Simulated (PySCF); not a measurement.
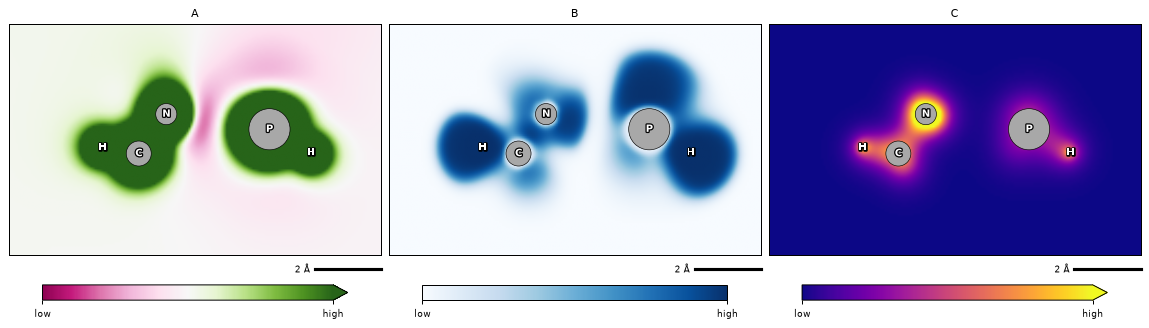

CH$_{5}$N···PH$_{3}$: 3 fields on the plane of atoms N2, C1 and H5, with unlabelled colour scales. Grey discs cover the atomic cores.

Geometry: PBE0-D3(BJ)/def2-SVPD.

The calculation used PBE0-D3(BJ)/def2-TZVPD, SCF density, gas phase (PySCF 2.14.0).

Q: Which field does each panel show? The fields are: electron density, electron localisation function and electrostatic potential.

A: Panel A: electrostatic potential (strongly positive close to the atoms, with negative regions outside electron-rich atoms). Panel B: electron localisation function. Panel C: electron density. From the grid: P9···N2 (3.14 Å): the density falls to about 0.08 e/Å³ on the way; the ELF dips to about 0.05 between them (a weak contact between the two molecules). C–N (1.45 Å): the density is about 1.9 e/Å³ at the midpoint; the ELF peaks at about 0.95 between the atoms (localised, covalent bonding).
